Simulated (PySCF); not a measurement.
**C7H15Al (SMILES CCC[C@H]1C[CH2][AlH][CH2]1): density, localisation and related maps**

```json
{"atom": "C", "x (Å)": "-3.4233", "y (Å)": "0.0896", "z (Å)": "0.2722"}
{"atom": "C", "x (Å)": "-2.0712", "y (Å)": "-0.2915", "z (Å)": "-0.3101"}
{"atom": "C", "x (Å)": "-0.9107", "y (Å)": "0.4559", "z (Å)": "0.3309"}
{"atom": "C", "x (Å)": "0.4651", "y (Å)": "0.1332", "z (Å)": "-0.2487"}
{"atom": "C", "x (Å)": "1.5527", "y (Å)": "1.0445", "z (Å)": "0.3556"}
{"atom": "C", "x (Å)": "2.9528", "y (Å)": "0.7206", "z (Å)": "-0.1953"}
{"atom": "Al", "x (Å)": "2.8239", "y (Å)": "-1.2350", "z (Å)": "-0.3554"}
{"atom": "C", "x (Å)": "0.8784", "y (Å)": "-1.3480", "z (Å)": "-0.1002"}
{"atom": "H", "x (Å)": "-4.2443", "y (Å)": "-0.4696", "z (Å)": "-0.2020"}
{"atom": "H", "x (Å)": "-3.6304", "y (Å)": "1.1636", "z (Å)": "0.1369"}
{"atom": "H", "x (Å)": "-3.4627", "y (Å)": "-0.1165", "z (Å)": "1.3542"}
{"atom": "H", "x (Å)": "-2.0676", "y (Å)": "-0.0989", "z (Å)": "-1.3981"}
{"atom": "H", "x (Å)": "-1.9152", "y (Å)": "-1.3775", "z (Å)": "-0.1973"}
{"atom": "H", "x (Å)": "-0.8932", "y (Å)": "0.2426", "z (Å)": "1.4168"}
{"atom": "H", "x (Å)": "-1.0914", "y (Å)": "1.5433", "z (Å)": "0.2420"}
{"atom": "H", "x (Å)": "0.4281", "y (Å)": "0.3610", "z (Å)": "-1.3341"}
{"atom": "H", "x (Å)": "1.2767", "y (Å)": "2.1022", "z (Å)": "0.1967"}
{"atom": "H", "x (Å)": "1.5461", "y (Å)": "0.8959", "z (Å)": "1.4526"}
{"atom": "H", "x (Å)": "3.0806", "y (Å)": "1.1649", "z (Å)": "-1.2016"}
{"atom": "H", "x (Å)": "3.7622", "y (Å)": "1.1386", "z (Å)": "0.4234"}
{"atom": "H", "x (Å)": "3.9268", "y (Å)": "-2.3578", "z (Å)": "-0.6066"}
{"atom": "H", "x (Å)": "0.6631", "y (Å)": "-1.6879", "z (Å)": "0.9340"}
{"atom": "H", "x (Å)": "0.3114", "y (Å)": "-2.0210", "z (Å)": "-0.7620"}
```

Geometry: PBE0-D3(BJ)/def2-SVP.

Method: PySCF 2.14.0, PBE0/def2-SVPD, SCF density, gas phase.

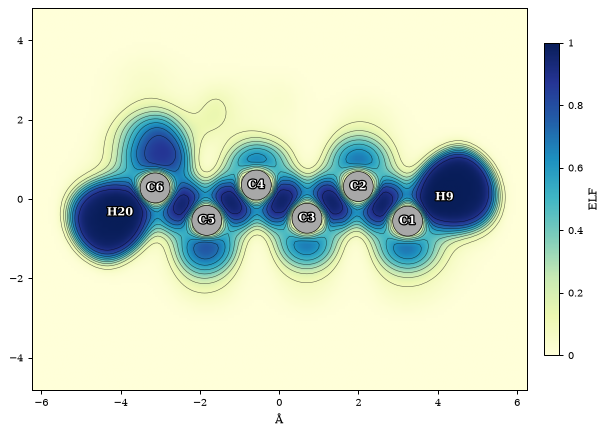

Figure 1. Electron localisation function on the plane of atoms C2, C3 and C4. Grey discs cover the atomic cores.

Interpret the plot.

- Atoms in the plane: C and H.
- C–C (1.52 Å): the ELF peaks at about 0.95 between the atoms: localised, covalent bonding.
- C–H (1.10 Å): the ELF climbs to about 1 towards the hydrogen, as it does in any bond to H (a covalent bond by its length).

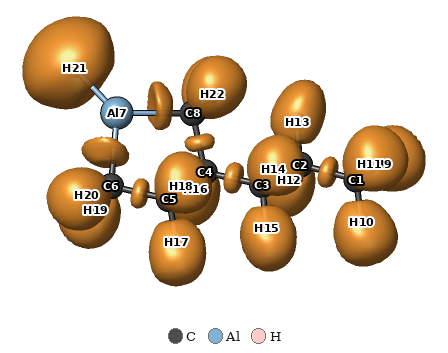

Figure 2. Isosurface of the ELF at 0.85 (orange), seen at a tilt. Core shells and regions of very low density are left out.

Describe the localisation domains.

The ELF exceeds this value in two regions between bonded Al–C atoms (shared pairs), six regions between bonded C–C atoms (shared pairs) and 15 regions around hydrogen nuclei.


 C–Al (1.97 Å): the ELF peaks at about 0.95 between the atoms: a shared but strongly polarised pair.

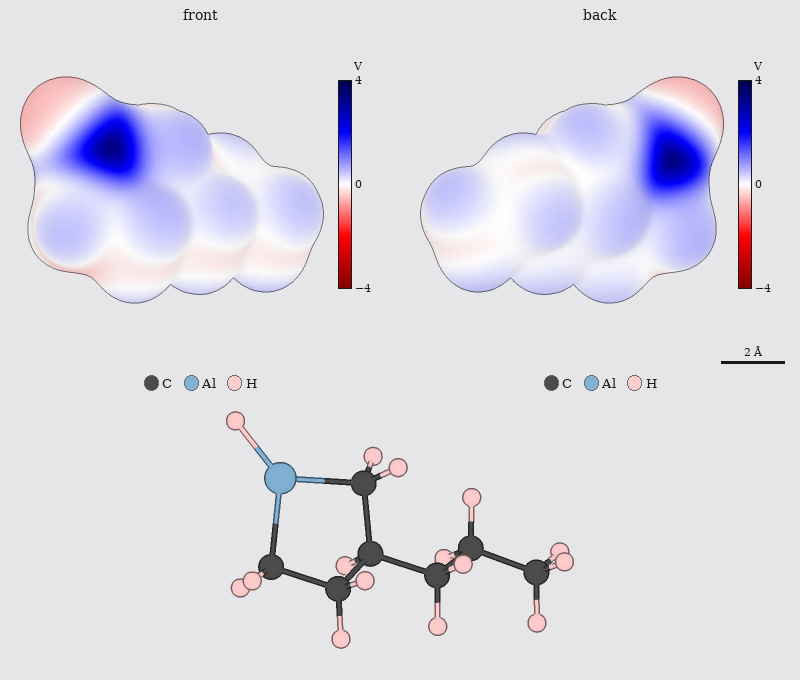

Figure 3. The electrostatic potential painted on the density surface at 0.002 e/bohr³, seen from the front and from behind; red is negative and blue positive. The bare structure is drawn below in the same view.

Which sites attract a positive test charge, and which a negative one?

A positive charge is drawn to the negative regions and a negative charge to the positive ones. The most negative region (about −0.5 V) lies over H21, the most positive (about +3.2 V) over Al7.

How polar is the molecule by this calculation?

Its dipole moment is 0.10 D.
